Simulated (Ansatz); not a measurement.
## Which site? a vacancy of C in (8,8) carbon nanotube bundle (192 atoms)

At which site of (8,8) carbon nanotube bundle (192 atoms) does a vacancy of C cost least, and what about the site decides it?

Method: Kohn-Sham DFT, PBEsol, PAW (set soft_2), plane waves, in Ansatz 0.2.0.

## Step 1: Starting point

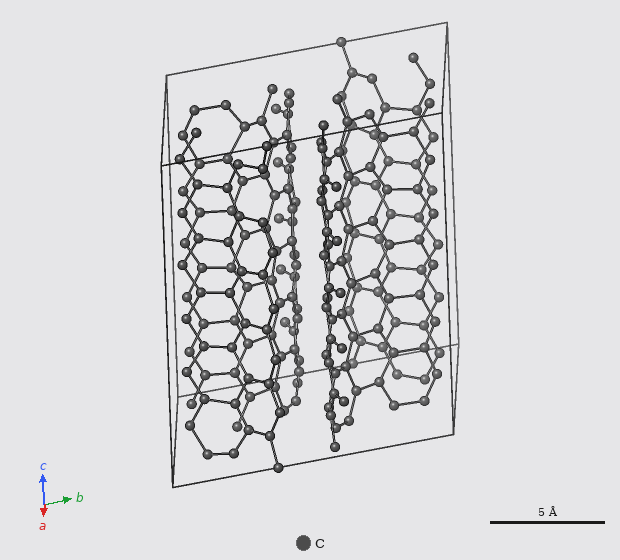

The starting structure, seen from the side, with the c axis up (carbon dark grey). Some periodic images of atoms are drawn too.

The cell holds 192 atoms: 192 C. Its edges and angles: a = 14.150 Å, b = 14.150 Å, c = 14.760 Å, α = 90.0°, β = 90.0°, γ = 120.0°. It derives from C (graphene). Graphene sheet (a = 2.46 Å) rolled into a (8,8) tube of diameter 10.85 Å, 6 periods, hexagonal bundle with 3.3 Å between walls; every coordinate displaced by a Gaussian of 0.05 Å.

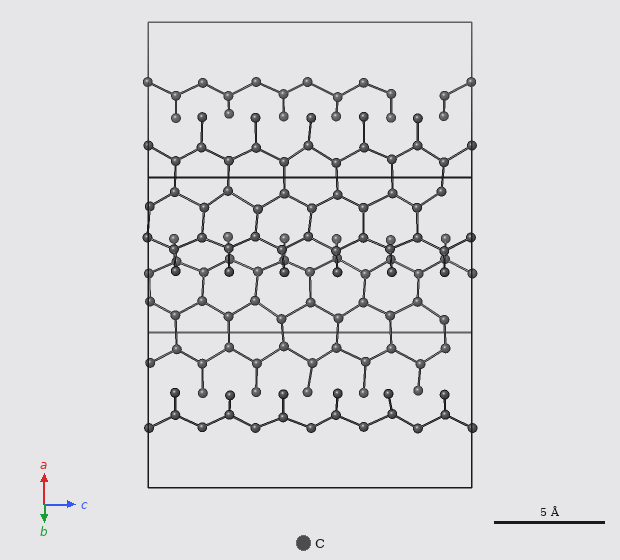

A slice 6 Å thick through the middle of the cell.

Limits known from the start: The Brillouin zone is sampled at Γ only, in a cell whose shortest periodic width is 12 Å.

## Step 2: Single point at the start

A single point comes first, to see the forces before anything moves.

The input, input.yaml:

```yaml
crystal:
  lattice:
    - [14.15015, 0.0, 0.0]
    - [-7.07508, 12.25439, 0.0]
    - [0.0, 0.0, 14.76]
  atoms:
    - { symbol: C, position: [0.41172, 0.06019, 0.08426] }
    - { symbol: C, position: [0.4243, 0.1074, 0.99338] }
    - { symbol: C, position: [0.4503, 0.21972, 0.99839] }
    - { symbol: C, position: [0.43639, 0.26824, 0.07938] }
    - { symbol: C, position: [0.40716, 0.35638, 0.0873] }
    - { symbol: C, position: [0.38262, 0.38454, 0.0019] }
    - { symbol: C, position: [0.31311, 0.4262, 0.00538] }
    - { symbol: C, position: [0.27578, 0.44027, 0.08365] }
    - { symbol: C, position: [0.16488, 0.43807, 0.08817] }
    - { symbol: C, position: [0.11041, 0.42159, 0.16685] }
    - { symbol: C, position: [0.99571, 0.37598, 0.99819] }
    - { symbol: C, position: [0.93787, 0.3487, 0.08548] }
    - { symbol: C, position: [0.82697, 0.27093, 0.08544] }
    - { symbol: C, position: [0.78071, 0.22536, 0.16194] }
    - { symbol: C, position: [0.69472, 0.11884, 0.99756] }
    - { symbol: C, position: [0.647, 0.05858, 0.08366] }
    - { symbol: C, position: [0.58903, 0.93713, 0.08326] }
    - { symbol: C, position: [0.57937, 0.88915, 0.00457] }
    - { symbol: C, position: [0.56578, 0.7803, 0.00405] }
    - { symbol: C, position: [0.56375, 0.73132, 0.08467] }
    - { symbol: C, position: [0.59339, 0.64968, 0.07937] }
    - { symbol: C, position: [0.61664, 0.62049, 0.99731] }
    - { symbol: C, position: [0.69279, 0.58006, 0.17315] }
    - { symbol: C, position: [0.73024, 0.55507, 0.08154] }
    - { symbol: C, position: [0.83472, 0.56346, 0.08477] }
    - { symbol: C, position: [0.89117, 0.57626, 0.00038] }
    - { symbol: C, position: [0.00294, 0.61678, 0.16691] }
    - { symbol: C, position: [0.06196, 0.65593, 0.08348] }
    - { symbol: C, position: [0.17375, 0.73585, 0.0828] }
    - { symbol: C, position: [0.22137, 0.78528, 0.00316] }
    - { symbol: C, position: [0.31256, 0.88861, 0.16431] }
    - { symbol: C, position: [0.35139, 0.94179, 0.08059] }
    [... 154 atom lines left out ...]
    - { symbol: C, position: [0.00347, 0.62288, 0.00229] }
    - { symbol: C, position: [0.06451, 0.65929, 0.91799] }
    - { symbol: C, position: [0.16574, 0.73183, 0.91592] }
    - { symbol: C, position: [0.2156, 0.77649, 0.83251] }
    - { symbol: C, position: [0.32169, 0.88542, 0.99937] }
    - { symbol: C, position: [0.35512, 0.94186, 0.91864] }
kpoints:
  mp_grid: { grid: [1, 1, 1] }
hamiltonian:
  xc: pbesol
scf:
  occupations: { method: gaussian, width: 0.05 }
output:
  forces: true
```

The run is started by

```
$ ansatz run input.yaml --threads 8 --pin off --max-ram 15872MiB --backend cpu --events-out ev --progress --plain --runs-dir out
```

Numbers of over 12 decimals in the logs are rounded to 6 here.

The log of the run:

```text
Engine: ansatz 0.2.0, aarch64-unknown-linux-gnu
Pseudopotentials: kind: paw
Pseudopotential: C, paw, valence charge 4, recommended cutoff 420 eV (normal), C.paw.azcp
[... 3 lines on functional and potentials left out ...]
Crystal: 192 atoms, lattice volume = 2559.406 Å³
Basis set: ecut = 420 eV, 49963 PW (Γ), exchange–correlation on 192×192×200 points (8 copies of the dense FFT grid, shifted against one another)
Bands: 576, of which v1, the nominal top of the filled ones, is band 384 counted from 1 (383 counted from 0)
Symmetry: 1 space group operations
Space group: P1 (ITA 1), of the structure as read, at distance tolerance 1.4e-4 Å
k-points: 1
[... 4 lines on functional and potentials left out ...]
Initial density: superposition of atomic densities (neutral atoms: chi_scale 0, normalization atom), corrected by the library's trained network
Initial wavefunctions: pseudopotential atomic-orbital guess
Functional: x = pbesol(κ = 0.804, μ = 0.123457), c = pbesol(β = 0.046)
SCF iter   1: F=—  HF=-47314.312289 eV  |F-HF|=—  |Δ(HF+E_count)|=         —  Δρ=4.96e-3  dr2=1.06e0  ethr=1.77e-3  ⟨swp⟩=7.0  Hψ=2895  notcnv=0  defer=159
preconditioner: auto → Resta (q_TF=auto, 2.232 Å⁻¹)  ε∞=2.8  [insulator: Δε(μ)=0.279 eV  Ē_g=14.984 eV  σ=0.050 eV  W_gap=1.00  n_scr=466 (ndim 8)  ℏωp=20.3 eV  f_vac=0.336  D(μ)=0.02/eV (n_scr^D=0)  ε∞_Penn≈2.8  vacuum switching on, ρ_ref=1.6e-2 e/Å³]
SCF iter   2: F=—  HF=-47314.193489 eV  |F-HF|=—  |Δ(HF+E_count)|=   1.19e-1  Δρ=2.11e-3  dr2=1.11e-1  ethr=1.38e-4  ⟨swp⟩=3.0  Hψ=921  notcnv=0  defer=182
SCF iter   3: F=—  HF=-47314.234625 eV  |F-HF|=—  |Δ(HF+E_count)|=   4.11e-2  Δρ=9.07e-4  dr2=5.39e-2  ethr=1.44e-5  ⟨swp⟩=2.0  Hψ=691  notcnv=0  defer=51
automatic band count: iteration 3 solves 445 bands in place of 576: the levels show a gap, and the empty bands left out lie too high to hold charge; the band table lists the bands solved (type scf.n_extra_bands for more)
SCF iter   4: F=—  HF=-47314.241333 eV  |F-HF|=—  |Δ(HF+E_count)|=   6.71e-3  Δρ=4.94e-4  dr2=1.79e-2  ethr=7.02e-6  ⟨swp⟩=2.0  Hψ=547  notcnv=0  defer=51
SCF iter   5: F=—  HF=-47314.244921 eV  |F-HF|=—  |Δ(HF+E_count)|=   3.59e-3  Δρ=2.01e-4  dr2=1.27e-3  ethr=2.33e-6  ⟨swp⟩=3.0  Hψ=760  notcnv=0  defer=51
SCF iter   6: F=—  HF=-47314.246877 eV  |F-HF|=—  |Δ(HF+E_count)|=   1.96e-3  Δρ=7.41e-5  dr2=3.60e-4  ethr=1.66e-7  ⟨swp⟩=2.0  Hψ=596  notcnv=0  defer=51
SCF iter   7: F=—  HF=-47314.247018 eV  |F-HF|=—  |Δ(HF+E_count)|=   1.41e-4  Δρ=3.69e-5  dr2=1.04e-4  ethr=4.69e-8  ⟨swp⟩=2.0  Hψ=614  notcnv=0  defer=51
SCF iter   8: F=—  HF=-47314.247060 eV  |F-HF|=—  |Δ(HF+E_count)|=   4.26e-5  Δρ=1.98e-5  dr2=3.14e-5  ethr=1.35e-8  ⟨swp⟩=3.0  Hψ=753  notcnv=0  defer=51
SCF iter   9: F=—  HF=-47314.247872 eV  |F-HF|=—  |Δ(HF+E_count)|=   8.12e-4  Δρ=6.91e-6  dr2=1.95e-6  ethr=4.09e-9  ⟨swp⟩=3.0  Hψ=672  notcnv=0  defer=51
SCF iter  10: F=—  HF=-47314.247873 eV  |F-HF|=—  |Δ(HF+E_count)|=   1.51e-6  Δρ=3.36e-6  dr2=6.75e-7  ethr=2.54e-10  ⟨swp⟩=3.0  Hψ=1010  notcnv=0  defer=51
SCF iter  11: F=-47314.247873 eV  HF=-47314.247873 eV  |F-HF|=3.25e-8  |Δ(HF+E_count)|=   6.56e-8  Δρ=1.77e-6  dr2=6.37e-8  ethr=1.30e-11  ⟨swp⟩=3.0  Hψ=1459  notcnv=0
SCF 1 converged in 11 iterations: F = -47314.247873 eV  dr2 = 6.37e-8
  greatest PAW one-centre occupation: 0.721 electrons in one spin orbital (limit 2), on the C atom at site 112 (counted from 0), in its partial waves of l = 0
SCF converged after 11 iterations
Free energy (F): -47314.247873 eV
Harris-Foulkes:  -47314.247873 eV  (|F-HF|=3.25e-8)
Internal energy: -47314.247846 eV  (E = F + TS)
E sigma→0 (E₀):  -47314.247860 eV
Entropy (-TS):   -0.000027 eV (-0.000 meV/atom)
Fermi energy:    3.147948 eV
--- Per-component energies (eV) ---
  E_band       = -4604.344714
  E_kinetic    = 17515.389602
  E_local      = -80851.508290  (includes V_loc(G=0)·N_el)
  E_nonlocal   = 5302.659962
  E_hartree    = 33071.016959
  E_xc         = -9147.737875
  E_vxc        = -11368.081961  (∫ρ·V_xc dr)
  E_paw        = -18340.921591  (= ΣΔE_a)
  E_vpaw       = -1344.830147  (= ΣTr[D̂ρ^β])
  E_aug_tail   = 0.001668  (compensation charges beyond the density's cutoff)
  E_ewald      = 5132.800420
  E_core_change = 4.051297  (= ΣΔE_core)
  E_smearing   = -0.000027  (= −TS)
  E_closure    = -0.000000  (closes the sum)
  Σ components = -47314.247873   (vs F -47314.247873, Δ=0.00e0)
--- Forces (eV/Å), atoms counted from 1 ---
  atom   1  C      0.07648957    -2.96217851    -1.72156430
  atom   2  C     -0.65865945     7.21736213    10.02080275
  atom   3  C     -3.20583396     3.23884110    -0.22486090
  atom   4  C      0.97267745    -0.57740378     1.56256962
  atom   5  C      3.71424935    -3.14855779    -3.01909911
  atom   6  C      1.14248299    -0.79473919     0.38399497
  atom   7  C     -1.31194484     0.45896829    -6.32789445
  atom   8  C     -4.55599327     0.33242693     3.34963741
  atom   9  C      4.54207689     0.41645553    -2.45226465
  atom  10  C     -0.11013214     1.13041388     3.07099177
  atom  11  C      1.34987070     2.19392203     3.48227299
  atom  12  C      1.70720968     1.94499157    -1.42683487
  atom  13  C      1.09035196     1.11858305    -2.33982828
  atom  14  C     -0.66604639    -2.15265952     7.66225551
[...]
atom 191  C     -1.87330169    -1.14055302     0.31124879
  atom 192  C     -0.25610267     2.72135282    -2.32367732
  max |Σ_I F_I| component: 5.32e-5 eV/Å
```

The job ended after 21 s (8 threads of Arm Neoverse V2, shared host; peak memory 3.7 GiB).

The r.m.s. force at the start is 3.3 eV/Å.

## Step 3: Relaxation

The atoms are relaxed in the fixed cell, aiming at the force tolerance of the input.

The input, input.yaml:

```yaml
crystal:
  lattice:
    - [14.15015, 0.0, 0.0]
    - [-7.07508, 12.25439, 0.0]
    - [0.0, 0.0, 14.76]
  atoms:
    [... the 192 atom lines of step 2 ...]
kpoints:
  mp_grid: { grid: [1, 1, 1] }
hamiltonian:
  xc: pbesol
scf:
  occupations: { method: gaussian, width: 0.05 }
output:
  forces: true
relax:
  f_tol: 0.05
  max_steps: 120
```

The log of the run:

```text
[...]
Crystal: 192 atoms, lattice volume = 2559.406 Å³
Basis set: ecut = 420 eV, 49963 PW (Γ), exchange–correlation on 192×192×200 points (8 copies of the dense FFT grid, shifted against one another)
Bands: 576, of which v1, the nominal top of the filled ones, is band 384 counted from 1 (383 counted from 0)
Symmetry: 1 space group operations
[...]
k-points: 1
[...]
SCF iter   1: F=—  HF=-47314.312289 eV  |F-HF|=—  |Δ(HF+E_count)|=         —  Δρ=4.96e-3  dr2=1.06e0  ethr=1.77e-3  ⟨swp⟩=7.0  Hψ=2895  notcnv=0  defer=159
[...]
SCF iter   8: F=-47314.247852 eV  HF=-47314.247861 eV  |F-HF|=9.35e-6  |Δ(HF+E_count)|=   4.34e-5  Δρ=2.01e-5  dr2=3.27e-5  ethr=8.14e-9  ⟨swp⟩=2.0  Hψ=1540  notcnv=0
SCF 1 converged in 8 iterations: F = -47314.247852 eV  dr2 = 3.27e-5
[...]
relax step   1: F+E_penalty+E_count = -47314.24785160 eV  Δ(F+E_penalty+E_count) = +0.000e0 eV  max|allowed force component| = 1.439e1 eV/Å  Δτ_max = 0.0000 Å  (8 SCF iters, dr2 threshold 6.25e-5 eV, accepted)
[...]
relax step   2: F+E_penalty+E_count = -47342.96713663 eV  Δ(F+E_penalty+E_count) = -2.872e1 eV  max|allowed force component| = 4.760e0 eV/Å  Δτ_max = 0.1696 Å  (8 SCF iters, dr2 threshold 1.00e-4 eV, accepted)
[...]
relax step   3: F+E_penalty+E_count = -47350.15476234 eV  Δ(F+E_penalty+E_count) = -7.188e0 eV  max|allowed force component| = 2.507e-1 eV/Å  Δτ_max = 0.0840 Å  (7 SCF iters, dr2 threshold 1.00e-4 eV, accepted)
relax step   4: F+E_penalty+E_count = -47350.20390062 eV  Δ(F+E_penalty+E_count) = -4.914e-2 eV  max|allowed force component| = 4.276e-2 eV/Å  Δτ_max = 0.0323 Å  (8 SCF iters, dr2 threshold 3.93e-6 eV, accepted)
[...]
relax step   5: F+E_penalty+E_count = -47350.20390081 eV  Δ(F+E_penalty+E_count) = -1.915e-7 eV  max|allowed force component| = 4.276e-2 eV/Å  Δτ_max = 0.0000 Å  (4 SCF iters, accepted)
SCF converged after 4 iterations
Free energy (F): -47350.203901 eV
[...]
Internal energy: -47350.203901 eV  (E = F + TS)
E sigma→0 (E₀):  -47350.203901 eV
Entropy (-TS):   -0.000000 eV (-0.000 meV/atom)
Fermi energy:    3.158713 eV
[...]
--- Forces (eV/Å), atoms counted from 1 ---
  atom   1  C     -0.00518564    -0.00859155     0.00220107
  atom   2  C     -0.00860429     0.01939876    -0.00835005
  atom   3  C     -0.00383236    -0.00987664    -0.00283820
  atom   4  C     -0.00066544    -0.00828602     0.01752281
  atom   5  C      0.00244572    -0.00317883     0.00492231
  atom   6  C      0.00704103    -0.00826848    -0.00910292
  atom   7  C     -0.00726511    -0.00476063    -0.00387989
  atom   8  C     -0.01692801    -0.00081832     0.01346487
  atom   9  C      0.00990018    -0.00537741    -0.01202764
  atom  10  C      0.01180059    -0.00219581     0.00720245
  atom  11  C      0.00592086     0.00106682     0.00160177
  atom  12  C      0.00055957    -0.01036304    -0.00133958
  atom  13  C      0.00052545     0.00080016    -0.02013753
  atom  14  C      0.00082722     0.00162494     0.00091937
[...]
atom 191  C     -0.00607188    -0.00397835    -0.00843650
  atom 192  C     -0.00193842     0.00575430    -0.00200047
  max |Σ_I F_I| component: 7.98e-5 eV/Å
--- Relaxed structure (5 steps of the walk, 5 accepted, 0 SCFs on fresh bases) ---
  F+E_penalty+E_count = -47350.20390081 eV   max|allowed force component| = 4.276e-2 eV/Å
  atoms:
    - { symbol: C, position: [0.409895, 0.058642, 0.083762] }
    - { symbol: C, position: [0.428811, 0.115801, 1.000418] }
    - { symbol: C, position: [0.443794, 0.222441, 1.000378] }
    - { symbol: C, position: [0.439805, 0.270872, 0.083662] }
[...]
- { symbol: C, position: [0.352271, 0.943227, 0.917076] }
```

Elapsed: 81 s, on 8 threads; peak memory 3.7 GiB.

The relaxation converged after 5 steps, 36.0 eV below its start, with a largest force component of 0.043 eV/Å.

(Part 1 of 3 ends here.)

[Logs are printed without paths, hosts, clocks, repeated set-up lines and the standing remarks that a program may print on its own settings, such as how far it seeks lower states.]

[Hosts, paths, dates, database ids (printed as entryN), source tags and the programs' standing remarks are cut or masked in the printed files.]
